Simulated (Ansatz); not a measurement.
# AsF: the cost of one run

All numbers are computed with Ansatz 0.2.0, driven from Python. The levels of theory stand in the script.

### 1 Starting point

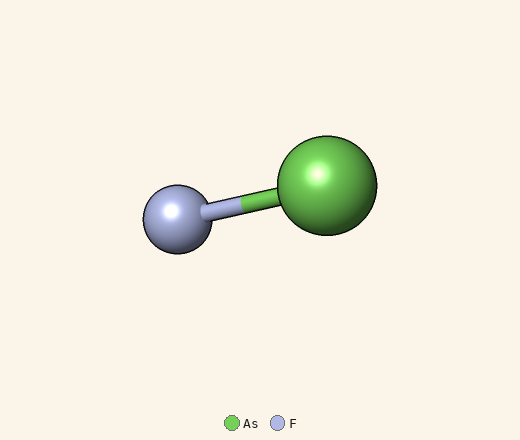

The starting structure, viewed from a chosen angle; arsenic green, fluorine light blue.

No structure file is read: the coordinates are typed or built in the script.

### 2 Script

The input, x2c_asf.py:

```python
"""AsF(+) with and without the spin-free two-component Hamiltonian."""

import ansatz
import numpy as np

FUNCTIONAL = "pbe"
CHARGE = 1

geometry_ang = [
    ("As", (0.0, 0.0, 0.0)),
    ("F", (0.0, 0.0, 1.89)),
]
geometry = ansatz.Crystal.molecule()
for symbol, xyz in geometry_ang:
    geometry = geometry.atom(symbol, xyz)

calc = geometry.calculation().functional(FUNCTIONAL).charge(CHARGE).spin("collinear", total=1).forces()
# a set contracted for a scalar-relativistic Hamiltonian goes with the relativistic run
sets = {"none": "cc-pVTZ", "scalar": "cc-pVTZ-DK"}
found = {kind: calc.basis(gaussian=basis).pseudopotentials(relativity=kind).run().report for kind, basis in sets.items()}
for kind, each in found.items():
    dipole = 4.803205 * np.linalg.norm(each["charge_distribution"]["dipole_moment_e_ang"])
    print(f"{kind:7s} E = {each['free_energy_ev']:.4f} eV  dipole {dipole:.3f} D  largest force component {np.abs(each['forces_ev_ang']).max():.4f} eV/A")
print(f"relativity lowers the total energy by {found['none']['free_energy_ev'] - found['scalar']['free_energy_ev']:.3f} eV")
```

### 3 What the engine is handed

The engine receives this input (first run):

```yaml
crystal:
  periodic: [false, false, false]
  atoms:
    - { symbol: As, position_ang: [0.0, 0.0, 0.0] }
    - { symbol: F, position_ang: [0.0, 0.0, 1.89] }
basis:
  gaussian:
    orbitals: cc-pVTZ
hamiltonian:
  xc: pbe
  pseudopotentials:
    relativity: none
magnetization:
  spin_polarized: true
  initial_magnetization: 1.0
total_charge: 1.0
output:
  forces: true
```

### 4 The run

Command:

```sh
> python x2c_asf.py
```

What time and memory should one allow on 1 thread of Arm Neoverse V1, shared host?

About 4.6 s, with a peak of 0.19 GiB.
